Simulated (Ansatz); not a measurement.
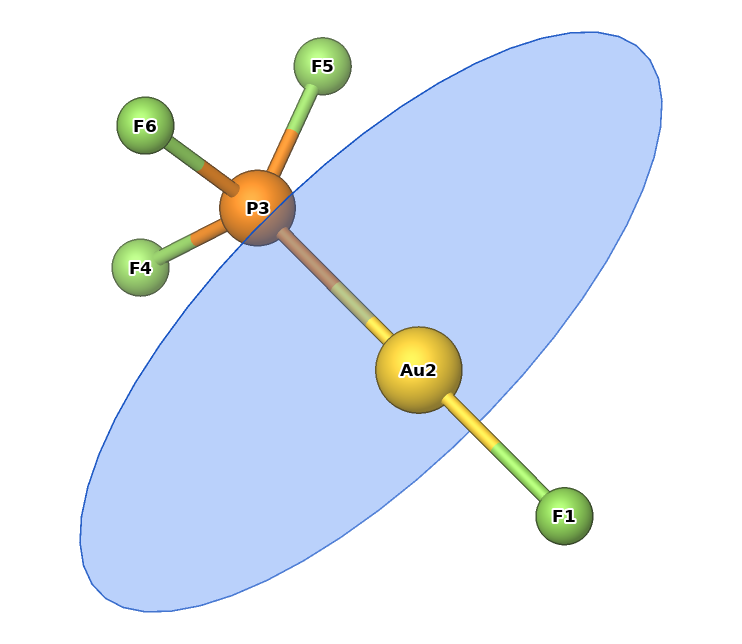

A disc through the centre of mass is drawn in. Distant atoms are faded towards the background colour. The species is neutral and a spin singlet. Computed geometry: PBE0-D4/def2-TZVP optimisation.

> Is the plane of the disc a mirror plane of the structure?

No. The point group is C3v, with 1 C3 axis and 3 mirror planes, and this plane isn't one of its mirror planes.
